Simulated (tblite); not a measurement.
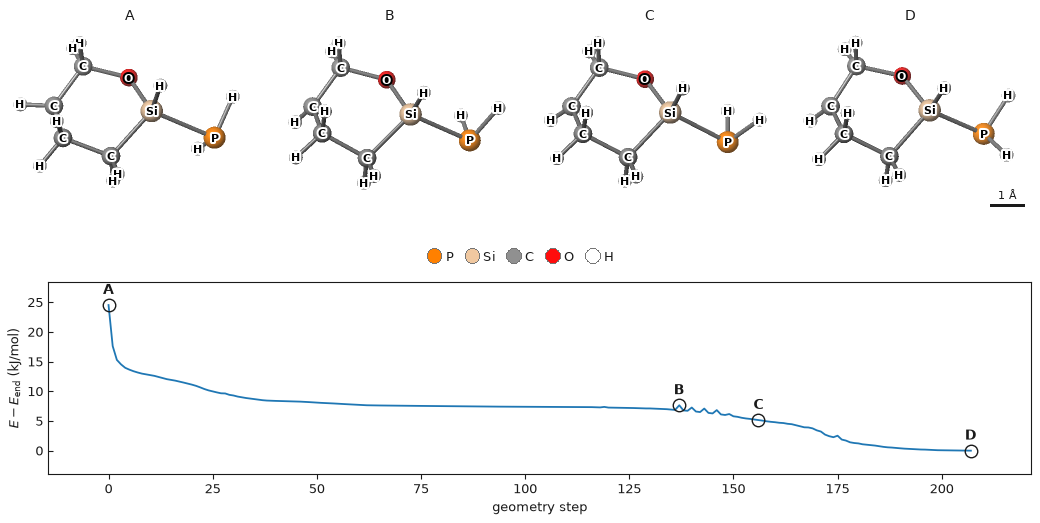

Frames of a relaxation of C4H10OPSi (multiplicity 2), marked on the history of the run. A ball-and-stick model, seen at a tilt.

Level of theory: tblite, GFN2-xTB geometry optimisation, gas phase. 

What happens along the run?

Answer. The atom that moves furthest after the best rigid fit is an H atom (1.95 Å). By element the largest moves are H 1.95 Å, P 0.87 Å, Si 0.28 Å, O 0.21 Å, C 0.20 Å. Some distances before and after: C–Si 1.857 → 1.906 Å, O–Si 1.665 → 1.618 Å, H–P 1.410 → 1.381 Å, C–C 1.496 → 1.473 Å. Bond angles that change, for instance: P–Si–O 108.6° → 103.1°, P–Si–H 110.4° → 115.9°, Si–O–C 117.2° → 122.1°. Groups turn about P–Si by about 120°. After 207 geometry steps the energy has fallen by 24.5 kJ/mol. From step 0 to 137: an H atom moves most (1.04 Å), energy −16.9 kJ/mol. From step 137 to 156: an H atom moves most (0.38 Å), energy −2.49 kJ/mol. From step 156 to 207: an H atom moves most (1.08 Å), energy −5.16 kJ/mol.

| step | E − E(0), kJ/mol |
| --- | --- |
| 0 | 0.00 |
| 1 | -6.92 |
| 2 | -9.24 |
| 3 | -9.99 |
| 4 | -10.57 |
| 5 | -10.88 |
| 6 | -11.15 |
| 7 | -11.36 |
| 8 | -11.55 |
| 9 | -11.68 |
| 10 | -11.79 |
| 20 | -13.40 |
| 31 | -15.42 |
| 41 | -16.16 |
| 51 | -16.47 |
| 62 | -16.88 |
| 72 | -16.97 |
| 83 | -17.05 |
| 93 | -17.11 |
| 103 | -17.14 |
| 114 | -17.17 |
| 124 | -17.31 |
| 134 | -17.54 |
| 145 | -18.26 |
| 155 | -19.28 |
| 166 | -20.41 |
| 176 | -22.66 |
| 186 | -23.89 |
| 197 | -24.38 |
| 207 | -24.53 |
